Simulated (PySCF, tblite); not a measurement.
**C₄H₁₅FSi₃: geometry, infrared bands and NMR shifts**

What infrared bands and NMR shifts should C₄H₁₅FSi₃ (`FCCC([SiH3])([SiH3])C[SiH3]`) show?

The runs use tblite 0.8.0 and PySCF 2.14.0, with density-fitted response routines of our own; the level of theory stands in each step. All values are computed, except where a source is named. Atoms count from 0, in the outputs and in this text.

## (1) The molecule as given

23 atoms, charge 0, multiplicity 1; geometry from: force field or distance geometry start.

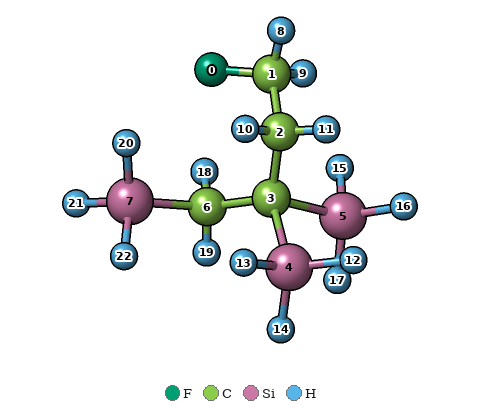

The starting geometry (fluorine teal, carbon green, silicon pink, hydrogen blue), atoms numbered.

## (2) Optimising the geometry with GFN2-xTB

What the job is given:

```
{"job": {"kind": "relax", "xc": "GFN2-xTB", "basis": "xTB"}, "charge": 0, "multiplicity": 1}
F      0.697700     0.406400     2.557200
C      1.655700    -0.039400     1.717000
C      1.043300    -0.814500     0.566900
C      0.133400     0.029200    -0.424800
Si    -0.472800    -1.110100    -1.915600
Si     1.225500     1.256900    -1.527900
C     -1.034800     0.818700     0.260800
Si    -2.357300    -0.101200     1.237500
H      2.311900    -0.710200     2.310900
H      2.252900     0.808700     1.402400
H      0.433900    -1.631200     0.984000
H      1.847000    -1.294300     0.008500
H      0.690500    -1.699600    -2.613800
H     -1.266000    -2.220100    -1.353700
H     -1.332000    -0.308900    -2.839400
H      1.814400     2.263300    -0.592300
H      2.347200     0.511900    -2.153500
H      0.380200     1.949800    -2.523300
H     -0.609400     1.569100     0.948300
H     -1.572600     1.397600    -0.489200
H     -1.760200    -1.023600     2.227200
H     -3.255000     0.867400     1.918800
H     -3.178400    -0.899000     0.303900
```

The run is started by

```
> OMP_NUM_THREADS=1 python probes_run.py task.json out
```

One launch serves the whole session: the jobs run in the order shown.

**Question.** This job is followed by: GFN2-xTB harmonic vibrations, gas phase; GIAO PBE0/pcSseg-1 NMR shielding, non-relativistic, gas phase. Predict these results of the whole session: strongest single infrared mode (GFN2-xTB); zero-point energy (GFN2-xTB); 13C shifts against TMS (PBE0/pcSseg-1); 1H shifts against TMS (PBE0/pcSseg-1, means over atoms taken as alike); 19F shifts against CFCl3 (PBE0/pcSseg-1); 29Si shifts against TMS (PBE0/pcSseg-1, means over atoms taken as alike); surface potential, least and greatest.

The runs gave:

| quantity | value |
| --- | --- |
| strongest single infrared mode (GFN2-xTB) | 789 cm⁻¹, 964 km/mol |
| zero-point energy (GFN2-xTB) | 103.3 kcal/mol |
| 13C shifts against TMS (PBE0/pcSseg-1) | 87.9, 38.1, 16.8, 11.7 ppm |
| 1H shifts against TMS (PBE0/pcSseg-1, means over atoms taken as alike) | 5.02, 3.93, 3.91, 2.03, 1.38 ppm |
| 19F shifts against CFCl3 (PBE0/pcSseg-1) | -243.3 ppm |
| 29Si shifts against TMS (PBE0/pcSseg-1, means over atoms taken as alike) | -57.7, -84.4 ppm |
| surface potential, least and greatest | -0.94 V and 1.03 V |

The optimisation took 80 steps and gained 0.353 eV; among the close pairs (by a distance rule), C3–Si5 changed most, from 1.979 to 1.920 Å. All 63 modes are real, so the xTB geometry is a minimum. The strongest single mode, at 789 cm⁻¹, is spread over many atoms; the largest shares are those of H15, H16. Unscaled tight-binding wavenumbers are off by several per cent, some by more. Its intensities can rank the bands wrongly. C1 (sp3 CH2 bonded to F) lies farthest downfield among carbon, at 87.9 ppm; deshielded by the electronegative neighbour. The most deshielded hydrogen is H8, H9 (mean) (hydrogen on an sp3 CH2 bonded to F), at 5.02 ppm: its carbon carries F, which withdraws density. At PBE0/pcSseg-1: The largest span, 119 ppm, is at Si4, Si5, where the paramagnetic term is -475 ppm.
